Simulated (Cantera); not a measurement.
A closed system holds: 1 mol trisilylamine, a varied amount of NH₃, held at 1200 K and 430 Pa.

Equilibrium computed with Cantera from the NASA thermochemical tables; the gas is ideal and each condensed phase is pure. Candidate condensed phases: Si, Si₃N₄; 18 gas species. The feed counts by its element totals alone. Mutual solubility and eutectic melting of coexisting phases are not modelled. Kinetics and transport are ignored.

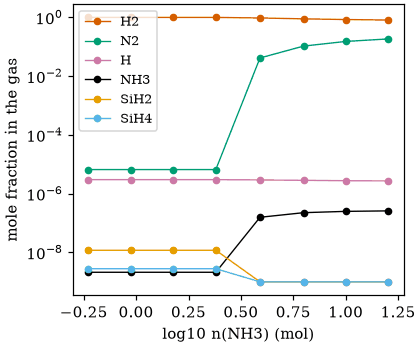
Figure: Equilibrium gas composition (values under 1e-9 drawn at 1e-9)

Problem. Read off the mole fractions at 16 mol NH₃.

Solution. H₂ about 0.81, N₂ about 0.19, H about 2.7e-6, NH₃ about 2.6e-7.
